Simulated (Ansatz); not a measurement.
## Electronic structure of CH$_{8}$GeN$_{2}$OS (SMILES C[S][Ge]([NH2])([NH2])[OH]) in real space

The calculation's input:

```
crystal:
  periodic: [false, false, false]
  atoms:
    - { symbol: C, position_ang: [-0.8471, -0.5123, 2.0285] }
    - { symbol: S, position_ang: [0.64, -1.0748, 1.2596] }
    - { symbol: Ge, position_ang: [0.3074, 0.0403, -0.6609] }
    - { symbol: "N", position_ang: [1.7602, -0.4225, -1.8509] }
    - { symbol: "N", position_ang: [0.4173, 1.8684, -0.3514] }
    - { symbol: O, position_ang: [-1.2517, -0.3664, -1.3491] }
    - { symbol: H, position_ang: [-0.8311, 0.6375, 2.1353] }
    - { symbol: H, position_ang: [-1.7299, -0.7375, 1.388] }
    - { symbol: H, position_ang: [-1.0035, -0.9084, 3.0628] }
    - { symbol: H, position_ang: [1.584, -1.4552, -2.0047] }
    - { symbol: H, position_ang: [1.4618, 0.0551, -2.7244] }
    - { symbol: H, position_ang: [-0.4306, 2.1392, 0.2088] }
    - { symbol: H, position_ang: [1.1722, 2.065, 0.2945] }
    - { symbol: H, position_ang: [-1.2619, -1.3576, -1.4073] }
basis:
  gaussian: { orbitals: def2-mTZVP }
hamiltonian:
  xc: hf
relax:
  f_tol: 0.015
  max_steps: 40
output:
  orbitals: {}
```

Command:

```sh
ansatz run input.yaml --threads 2 --pin off --max-ram 3072MiB --backend cpu --events-out ev --progress --plain --runs-dir out
```

The fields are those of the relaxed geometry.

Level of theory: Ansatz, RHF/def2-mTZVP.

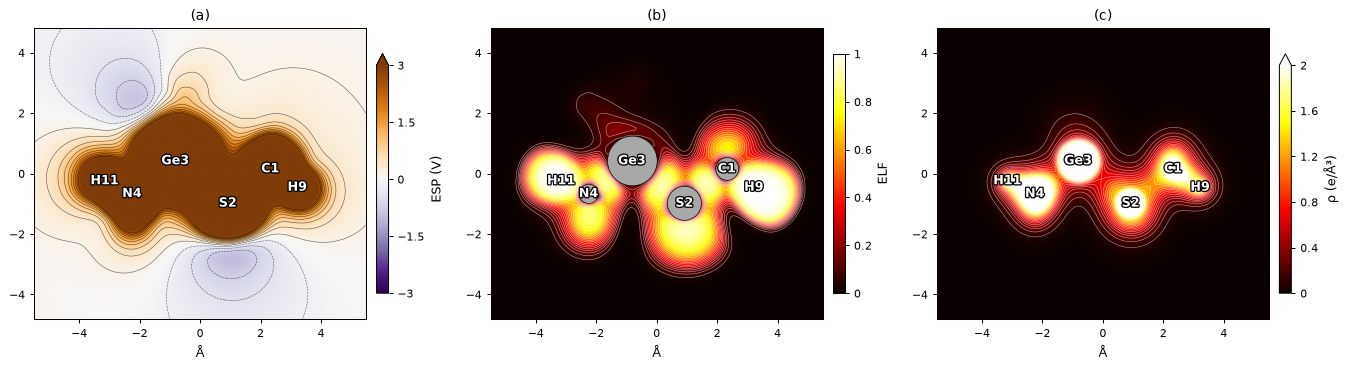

Figure 1. (a) molecular electrostatic potential; (b) electron localisation function; (c) total electron density on the plane of atoms Ge3, N4 and H11. Grey discs cover the atomic cores in the ELF map.

Q: Interpret the plot.

A:
- Atoms in the plane: C, S, Ge, N and H.
- Ge–N (1.81 Å): ρ at the midpoint is about 1 e/Å³; the ELF peaks at about 0.90 in the valence shell of N, 0.7 Å from its nucleus, and is about 0.50 at the midpoint.
- C–S (1.83 Å): ρ is about 1.2 e/Å³ halfway; the ELF peaks at about 0.95 between the atoms, as expected for a shared electron pair.
- Ge–S (2.23 Å): ρ is about 0.78 e/Å³ halfway; the ELF peaks at about 0.90 in the valence shell of S, 0.9 Å from its nucleus, and is about 0.85 at the midpoint.
- N–H (1.00 Å): ρ is about 2.9 e/Å³ halfway; the ELF climbs to about 1 towards the hydrogen, as it does in any bond to H (a covalent bond by its length).
- C–H (1.08 Å): ρ at the midpoint is about 2.1 e/Å³; the ELF climbs to about 1 towards the hydrogen (an ordinary covalent bond to hydrogen).
- The ELF also peaks beside S2, away from the bonds: lone-pair regions.
- Outside the dense part of the molecule the potential is most negative (−1.0 V) near S2.

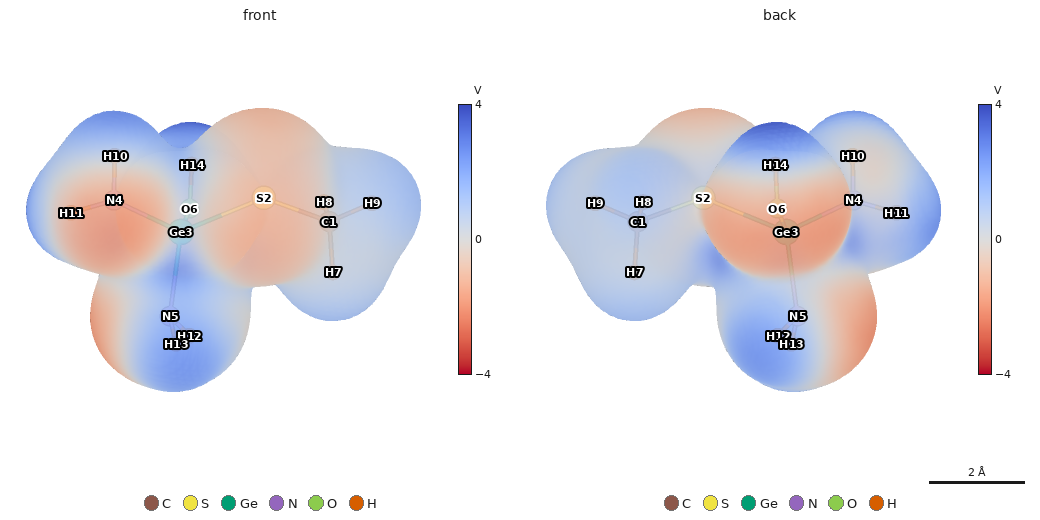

Figure 2. The molecular electrostatic potential painted on the density surface at 0.004 e/bohr³, seen from the front and from behind; red is negative and blue positive.

Q: Describe the electrostatic potential map.

A: The most negative region (about −1.9 V) lies over N4, N5 and O6, the most positive (about +3.4 V) over H14.

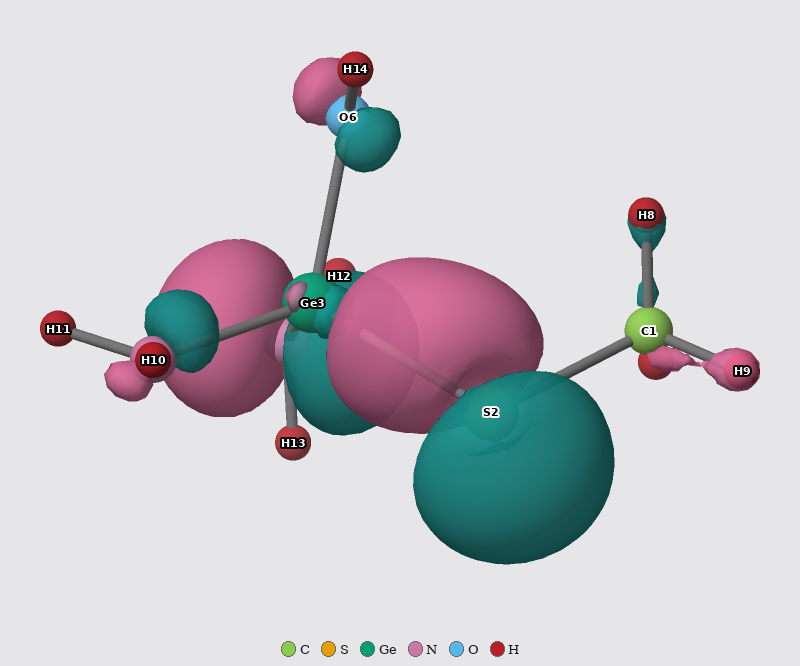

Figure 3. The HOMO−1 at ±0.15 Å⁻³ᐟ² (teal and pink are the two phases), seen from one side.

Q: Describe this orbital and give its energy.

A: By Hirshfeld shares it lies mainly on S2 (about 40 %), N5 (about 30 %) and Ge3 (about 10 %); largely a combination of lone pairs on S2 and N5. Its energy is −10.59 eV.
